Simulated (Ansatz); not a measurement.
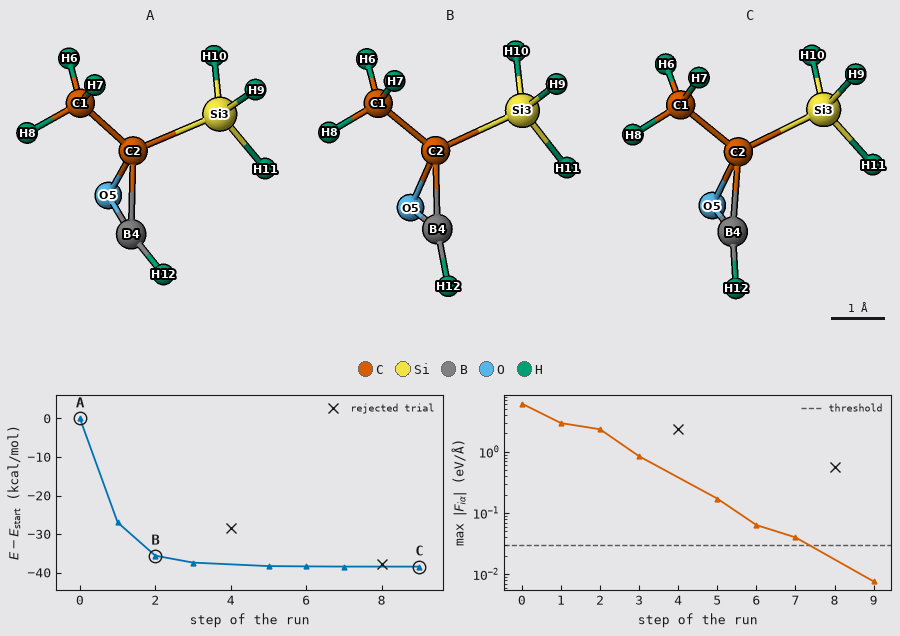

Frames of a relaxation of C2H7BOSi (coarse preliminary run), marked on the history of the run. A ball-and-stick model, seen at a tilt.

The start comes from a force field.

Computed with RKS PBE-D4/def2-SVP in Ansatz. Settings: force threshold 0.03 eV/Å; at most 200 steps.

### Describe the path.

The atom that moves furthest after the best rigid fit is H12 (0.60 Å). Largest moves by element: H 0.60 Å, O 0.21 Å, C 0.14 Å, B 0.13 Å, Si 0.12 Å. Near-neighbour distances that change, for instance: C2–O5 1.361 → 1.571 Å, B4–O5 1.526 → 1.336 Å, C2–B4 1.625 → 1.536 Å, B4–H12 1.124 → 1.205 Å. Among the angles between lasting bonds that change: C2–B4–H12 138.7° → 156.7°, C2–B4–O5 51.1° → 65.9°, O5–B4–H12 152.1° → 137.3°. Groups turn about B4–O5 by about 60°. Over 7 accepted moves (9 points after the start) the energy falls by 38.4 kcal/mol. Largest force component: 6.1 eV/Å at the start, 0.0076 eV/Å at the end. The line search rejected the trial steps at points 4, 8 of the run. Cost: 5 s on 4 threads of AMD EPYC 9R45, with other jobs on the host. From step 0 to 2: H12 moves most (0.37 Å), energy −35.6 kcal/mol. From step 2 to 9: H12 moves most (0.25 Å), energy −2.83 kcal/mol.
